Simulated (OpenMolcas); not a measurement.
# CH2P2: energy and gradient calculation (part 2 of 2)

The same run, continued: CH2P2, SMILES P#CP; HF/def2-SVP, RHF (OpenMolcas 26.06). The geometry comes from this level: GFN2-xTB.

Geometry of the input (Å):
```
P  -0.1843  -1.5262  1.8555
C  -0.1794  -0.4633  0.7115
P  -0.3452  0.8380  -0.4454
H  -0.3139  0.0252  -1.5859
H  1.0227  1.1262  -0.5357
```

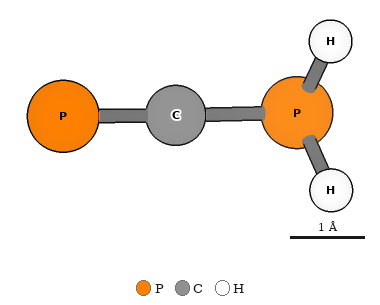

Fig. 1: The structure as given in the input (ball-and-stick view, seen on its broad side).

The program's output, continued:
```
      Molecular orbitals for symmetry species 1: a

      Basis set list:
        1 P1     1s                 13 P1     2pz                25 P3     2px                37 C2     1s                 49 C2     3d1+
        2 P1     1s                 14 P1     3d2-               26 P3     2py                38 C2     1s                 50 C2     3d2+
        3 P1     1s                 15 P1     3d1-               27 P3     2py                39 C2     1s                 51 H4     1s
        4 P1     1s                 16 P1     3d0                28 P3     2py                40 C2     2px                52 H4     1s
        5 P1     2px                17 P1     3d1+               29 P3     2pz                41 C2     2px                53 H4     2px
        6 P1     2px                18 P1     3d2+               30 P3     2pz                42 C2     2py                54 H4     2py
        7 P1     2px                19 P3     1s                 31 P3     2pz                43 C2     2py                55 H4     2pz
        8 P1     2py                20 P3     1s                 32 P3     3d2-               44 C2     2pz                56 H5     1s
        9 P1     2py                21 P3     1s                 33 P3     3d1-               45 C2     2pz                57 H5     1s
       10 P1     2py                22 P3     1s                 34 P3     3d0                46 C2     3d2-               58 H5     2px
       11 P1     2pz                23 P3     2px                35 P3     3d1+               47 C2     3d1-               59 H5     2py
       12 P1     2pz                24 P3     2px                36 P3     3d2+               48 C2     3d0                60 H5     2pz

  Index Energy  Occupation Coefficients ...

    1  -79.9391    2.0000         19 P3     1s     ( 0.995),

    2  -79.9206    2.0000          1 P1     1s     (-0.995),

    3  -11.2737    2.0000         37 C2     1s     ( 0.991),

    4   -7.5096    2.0000         20 P3     1s     ( 1.028),

    5   -7.4937    2.0000          2 P1     1s     (-1.028),

    6   -5.4088    2.0000         26 P3     2py    (-0.566),    29 P3     2pz    ( 0.792),

    7   -5.4081    2.0000         23 P3     2px    ( 0.651),    26 P3     2py    ( 0.537),    29 P3     2pz    ( 0.509),

    8   -5.4068    2.0000         23 P3     2px    (-0.724),    26 P3     2py    ( 0.603),

    9   -5.3909    2.0000          8 P1     2py    ( 0.633),    11 P1     2pz    (-0.754),

   10   -5.3903    2.0000          5 P1     2px    ( 0.649),     8 P1     2py    ( 0.546),    11 P1     2pz    ( 0.503),

   11   -5.3899    2.0000          5 P1     2px    ( 0.741),     8 P1     2py    (-0.522),    11 P1     2pz    (-0.389),

   12   -0.9842    2.0000          3 P1     1s     ( 0.304),    20 P3     1s     ( 0.229),    21 P3     1s     ( 0.337),    38 C2     1s     ( 0.439),

   13   -0.8632    2.0000          2 P1     1s     (-0.264),     3 P1     1s     (-0.383),    20 P3     1s     ( 0.310),    21 P3     1s     ( 0.462),

   14   -0.6230    2.0000          2 P1     1s     ( 0.229),     3 P1     1s     ( 0.339),    30 P3     2pz    (-0.219),    38 C2     1s     (-0.284),
                                  42 C2     2py    (-0.185),    51 H4     1s     ( 0.181),    56 H5     1s     ( 0.180),

   15   -0.5490    2.0000         24 P3     2px    ( 0.204),    25 P3     2px    ( 0.167),    27 P3     2py    ( 0.168),    30 P3     2pz    ( 0.160),
                                  51 H4     1s     (-0.304),    56 H5     1s     ( 0.304),

   16   -0.4849    2.0000          2 P1     1s     (-0.223),     3 P1     1s     (-0.348),     4 P1     1s     (-0.374),    12 P1     2pz    (-0.246),
                                  13 P1     2pz    (-0.215),    42 C2     2py    (-0.231),

   17   -0.4393    2.0000          4 P1     1s     (-0.158),     9 P1     2py    ( 0.164),    10 P1     2py    ( 0.152),    20 P3     1s     ( 0.149),
                                  21 P3     1s     ( 0.234),    22 P3     1s     ( 0.248),    24 P3     2px    (-0.183),    25 P3     2px    (-0.214),
                                  27 P3     2py    ( 0.212),    28 P3     2py    ( 0.236),    40 C2     2px    (-0.178),    41 C2     2px    (-0.133),
                                  44 C2     2pz    ( 0.253),    45 C2     2pz    ( 0.169),

   18   -0.3750    2.0000          6 P1     2px    ( 0.186),     7 P1     2px    ( 0.229),     9 P1     2py    ( 0.155),    10 P1     2py    ( 0.191),
                                  12 P1     2pz    ( 0.144),    13 P1     2pz    ( 0.177),    40 C2     2px    ( 0.249),    41 C2     2px    ( 0.218),
                                  42 C2     2py    ( 0.206),    43 C2     2py    ( 0.181),    44 C2     2pz    ( 0.195),    45 C2     2pz    ( 0.170),

   19   -0.3416    2.0000          6 P1     2px    (-0.204),     7 P1     2px    (-0.271),    10 P1     2py    ( 0.170),    13 P1     2pz    ( 0.167),
                                  21 P3     1s     (-0.203),    22 P3     1s     (-0.252),    24 P3     2px    ( 0.161),    25 P3     2px    ( 0.234),
                                  27 P3     2py    (-0.150),    28 P3     2py    (-0.219),    40 C2     2px    (-0.200),    41 C2     2px    (-0.183),
                                  42 C2     2py    ( 0.148),

   20    0.0694    0.0000          7 P1     2px    (-0.491),    10 P1     2py    (-0.413),    13 P1     2pz    (-0.386),    41 C2     2px    ( 0.351),
                                  43 C2     2py    ( 0.293),    45 C2     2pz    ( 0.277),    52 H4     1s     ( 0.310),    57 H5     1s     (-0.310),

   21    0.0812    0.0000          7 P1     2px    ( 0.558),    10 P1     2py    (-0.346),    13 P1     2pz    (-0.340),    22 P3     1s     (-0.341),
                                  41 C2     2px    (-0.450),    45 C2     2pz    ( 0.335),

   22    0.1847    0.0000         22 P3     1s     (-0.943),    25 P3     2px    (-0.787),    31 P3     2pz    ( 1.037),    52 H4     1s     ( 1.128),
                                  57 H5     1s     ( 1.132),

   23    0.1925    0.0000         25 P3     2px    ( 0.867),    28 P3     2py    ( 0.726),    31 P3     2pz    ( 0.684),    52 H4     1s     ( 1.040),
                                  57 H5     1s     (-1.025),

   24    0.2274    0.0000         22 P3     1s     (-2.383),    28 P3     2py    ( 1.320),    39 C2     1s     ( 1.808),

   25    0.2832    0.0000          4 P1     1s     (-3.309),    13 P1     2pz    ( 1.737),    39 C2     1s     ( 1.843),

   26    0.4019    0.0000          3 P1     1s     ( 1.676),    22 P3     1s     (-2.459),

   27    0.4782    0.0000         51 H4     1s     (-0.558),    52 H4     1s     ( 0.998),    56 H5     1s     ( 0.559),    57 H5     1s     (-1.050),

   28    0.4824    0.0000         22 P3     1s     ( 4.358),

--

++    Molecular charges:
      ------------------

      Mulliken charges per centre and basis function type
      ---------------------------------------------------

                P1      P3      C2      H4      H5
      1s       5.8211  5.6301  3.3126  0.9916  0.9914
      2px      2.9518  3.1227  1.0226  0.0026  0.0144
      2pz      2.9628  2.7587  1.0435  0.0097  0.0015
      2py      2.9785  3.0317  1.0435  0.0065  0.0029
      3d2+     0.0152  0.0463  0.0032  0.0000  0.0000
      3d1+     0.0187  0.0071  0.0040  0.0000  0.0000
      3d0      0.0301  0.0319  0.0064  0.0000  0.0000
      3d1-     0.0297  0.0681  0.0065  0.0000  0.0000
      3d2-     0.0161  0.0127  0.0039  0.0000  0.0000
      Total   14.8239 14.7093  6.4461  1.0104  1.0102

      N-E      0.1761  0.2907 -0.4461 -0.0104 -0.0102

      Total electronic charge=   38.000000

      Total            charge=   -0.000000
--

++    Molecular properties:
      ---------------------

      Charge (e):
                      =   -0.0000
      Dipole Moment (debye):
      Origin of the operator (angstrom)=   -0.2348   -0.3385    0.6592
                   X=  4.5234E-01               Y=  5.1819E-03               Z= -5.6720E-01           Total=  7.2550E-01
      Quadrupole Moment (debye*angstrom):
      Origin of the operator (angstrom)=   -0.2348   -0.3385    0.6592
                  XX= -3.3524E+01              XY=  1.8066E+00              XZ= -4.0873E-01              YY= -3.3387E+01
                  YZ= -1.2342E+00              ZZ= -3.0508E+01
      In traceless form (debye*angstrom)
                  XX= -1.5762E+00              XY=  2.7099E+00              XZ= -6.1310E-01              YY= -1.3712E+00
                  YZ= -1.8513E+00              ZZ=  2.9473E+00
--

--- Stop Module: scf /rc=_RC_ALL_IS_WELL_ ---
--- Module scf spent 1 second ---

--- Start Module: alaska ---

                                              &ALASKA

                       available to each process: 1.9 GB of memory, 1 thread

                     Threshold for contributions to the gradient: 1.000E-07

                    ********************************************
                    * Symmetry Adapted Cartesian Displacements *
                    ********************************************

           Irreducible representation : a
           Basis function(s) of irrep: x, y, xy, Rz, z, xz, Ry, yz, Rx, I

 Basis Label        Type   Center Phase
   1   P1           x         1     1
   2   P1           y         1     1
   3   P1           z         1     1
   4   P3           x         2     1
   5   P3           y         2     1
   6   P3           z         2     1
   7   C2           x         3     1
   8   C2           y         3     1
   9   C2           z         3     1
  10   H4           x         4     1
  11   H4           y         4     1
  12   H4           z         4     1
  13   H5           x         5     1
  14   H5           y         5     1
  15   H5           z         5     1

                     No automatic utilization of translational and rotational invariance of the energy is employed.

 Conventional ERI gradients!

 **************************************************
 *              Molecular gradients               *
 **************************************************

  Irreducible representation: a
 ------------------------------------------------------------------------------------------
                              X                       Y                       Z
 ------------------------------------------------------------------------------------------
  P1               -1.42934333853968E-03   -3.01415136413219E-02    3.44313390550148E-02
  P3               -2.13444424509301E-03   -9.26298461422981E-03    1.26771832819434E-02
  C2                3.96240811643889E-03    4.56468033137467E-02   -5.41872329163784E-02
  H4                4.54983029640083E-03    8.08208413211275E-04    7.24758405360104E-03
  H5               -4.94845082920925E-03   -7.05051347142871E-03   -1.68873474163278E-04
 ------------------------------------------------------------------------------------------

--- Stop Module: alaska /rc=_RC_ALL_IS_WELL_ ---

.##################.
.# Happy landing! #.
.##################.

    Timing: Wall=3.11 User=2.37 System=0.62
```

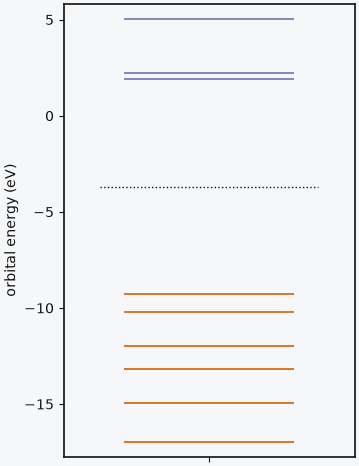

Fig. 2: Orbital energies near the frontier; the dotted line parts filled from empty levels, and levels within 0.02 eV of each other stand side by side. Highest filled −9.30 eV, lowest empty 1.89 eV, 11.19 eV apart.

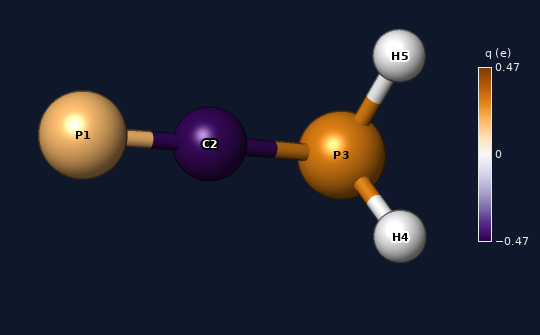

Fig. 3: Mulliken charges, as the colour of each atom (ball-and-stick view, seen at a tilt; atoms are numbered from 1 in the order of the input). By element: P +0.18 to +0.29, C −0.45 and H −0.01 e.
